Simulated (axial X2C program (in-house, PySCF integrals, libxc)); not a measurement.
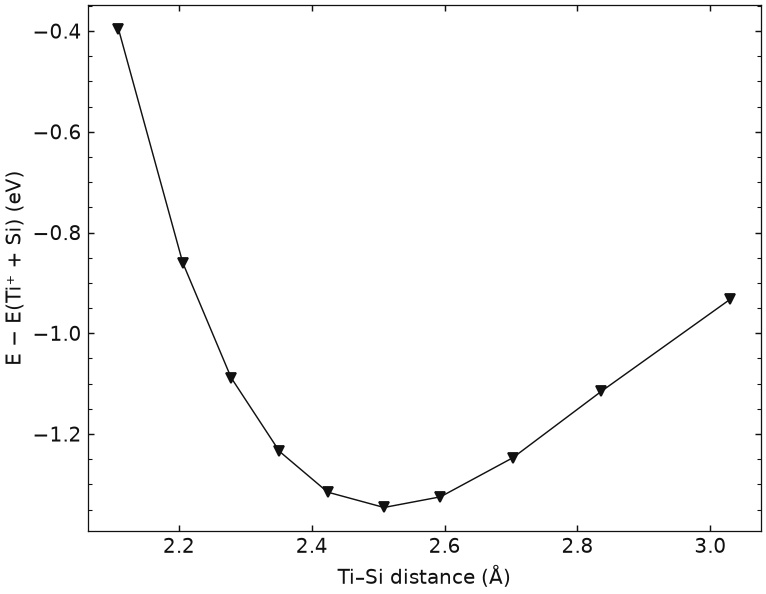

Fig. 1: Energy at 10 bond lengths, for one set of occupations held fixed; the line joins the points. A polynomial of degree 6 through 9 points gives rₑ = 2.512 Å, ωₑ = 330.0 cm⁻¹, ωₑxₑ = 2.4 cm⁻¹ and Bₑ = 0.1512 cm⁻¹. The minimum lies 1.35 eV below Ti⁺ + Si, each computed as one determinant at the same level.

# Run report: TiSi⁺, relativistic diatomic calculation

- system: TiSi⁺, single determinant with Ω = 1/2.
- method: HF, two-component X2C with atomic mean-field Coulomb and Gaunt terms, Ti dyall-cv3z, Si dyall-v3z (cores contracted) (axial X2C program (in-house, PySCF integrals, libxc))

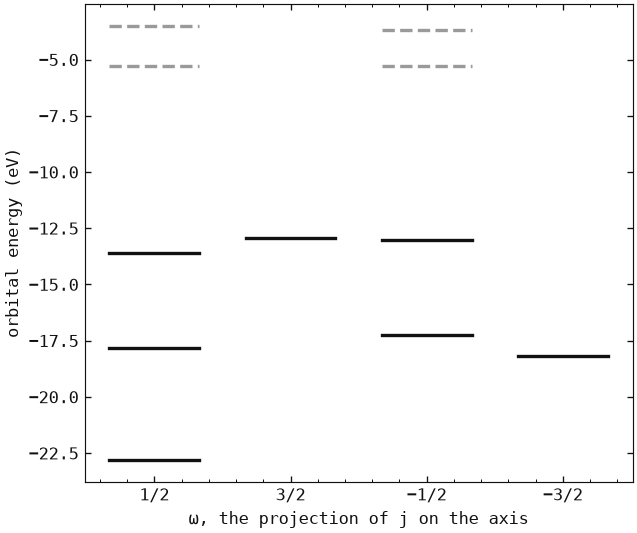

Fig. 2: Orbital energies near the frontier at 2.42 Å, filled (solid) and empty (dashed). The highest filled spinor (3/2; 62 % Si p, 20 % Ti d) lies at −12.93 eV, the lowest empty one (1/2; 45 % Ti p, 42 % Ti s) at −5.27 eV.

These pictures come from the run below.

### Input
```
{"zs": [22, 14], "q": 1, "bas": ["dyall-cv3z", "dyall-v3z"], "levels": ["PBE0", "HF", "BLYP"], "cc": true, "r0": 2.52, "thr": -2.0, "nmax": 90, "npts": 10, "nst": 2, "ntry": 6}
```

The line is the task of a batch: nuclear charges, charge, bases, the levels to run, a first guess of the distance and further settings. This report covers HF with spin-orbit coupling. The log is that of the reference distance 2.424 Å.

Launched within a batch (the task file carries these settings):
```bash
python <driver script> task.json out
```

### The program's output
```
two-component X2C + atomic mean field  HF
basis functions 162  fitting functions 952  grid points 5082
iter        total energy     max residual
   1      -1141.779162641     1.68e-01
   2      -1141.805982655     2.53e-02
   3      -1141.812577550     1.11e-02
   4      -1141.815133948     8.71e-03
   5      -1141.817549146     4.22e-03
   6      -1141.818440814     1.78e-03
   7      -1141.818717592     9.72e-04
   8      -1141.818814085     6.10e-04
   9      -1141.818853410     3.23e-04
  10      -1141.818867737     1.41e-04
  11      -1141.818871082     8.44e-05
  12      -1141.818871392     7.83e-05
  13      -1141.818871540     7.25e-05
  14      -1141.818871767     6.06e-05
  15      -1141.818871997     4.46e-05
  16      -1141.818872167     2.95e-05
  17      -1141.818872306     1.14e-05
  18      -1141.818872340     5.70e-06
  19      -1141.818872346     5.43e-06
  20      -1141.818872349     5.13e-06
  21      -1141.818872357     4.34e-06
  22      -1141.818872370     2.28e-06
  23      -1141.818872374     9.54e-07
  24      -1141.818872374     9.11e-07
converged
one-electron -1696.57087099  Coulomb 549.45262190  exact exchange -61.71016202  xc functional 0.00000000  nuclear repulsion 67.23868852  atomic mean-field constant -0.22914978
correlated 15  virtual 253  natural virtual 90  E(MP2) -0.412340345  MP2 remainder -0.026985896
iter   CCSD correlation   residual
   1     -0.406256683   1.33e-01
   2     -0.415648220   6.19e-02
   3     -0.419158806   3.85e-02
   4     -0.420304653   2.27e-02
   5     -0.420964739   9.95e-03
   6     -0.421160125   4.50e-03
   7     -0.421209900   1.85e-03
   8     -0.421233398   7.27e-04
   9     -0.421222627   3.65e-04
  10     -0.421222354   2.22e-04
  11     -0.421220837   1.18e-04
  12     -0.421222946   6.30e-05
  13     -0.421223225   3.36e-05
  14     -0.421223304   1.93e-05
  15     -0.421223210   1.34e-05
  16     -0.421223139   8.92e-06
  17     -0.421223079   5.96e-06
  18     -0.421223073   4.10e-06
(T) -0.015598578839782037  T1 0.0552  D1 0.1403  max T2 0.080
```

### The points of the curve

| R (Å) | E (hartree) | dipole (D; origin at the first atom, positive when the second is positive) | highest filled (eV) | lowest empty (eV) |
| --- | --- | --- | --- | --- |
| 2.109 | −1141.785065 | −0.54 | −13.57 | −4.99 |
| 2.206 | −1141.802139 | −0.73 | −13.64 | −5.08 |
| 2.279 | −1141.810522 | −0.88 | −13.38 | −5.14 |
| 2.351 | −1141.815895 | −1.02 | −13.15 | −5.20 |
| 2.424 | −1141.818872 | −1.16 | −12.93 | −5.27 |
| 2.509 | −1141.819990 | −1.29 | −12.71 | −5.39 |
| 2.594 | −1141.819213 | −1.38 | −12.53 | −5.49 |
| 2.703 | −1141.816358 | −1.40 | −12.35 | −5.60 |
| 2.836 | −1141.811510 | −1.14 | −12.23 | −5.69 |
| 3.030 | −1141.804796 | −0.21 | −12.23 | −5.65 |

### Summary

- outcome: converged
- bond length rₑ: 2.512 Å
- ωₑ: 330.0 cm⁻¹
- energy at the minimum: −1141.81999 hartree
- depth below the fragments: 1.35 eV
- hardware: 1 thread of Arm Neoverse V2, 24 GiB of memory available, shared host
- wall time: 3.9 s

### Remarks

Hartree–Fock lacks correlation, so it usually binds too weakly.
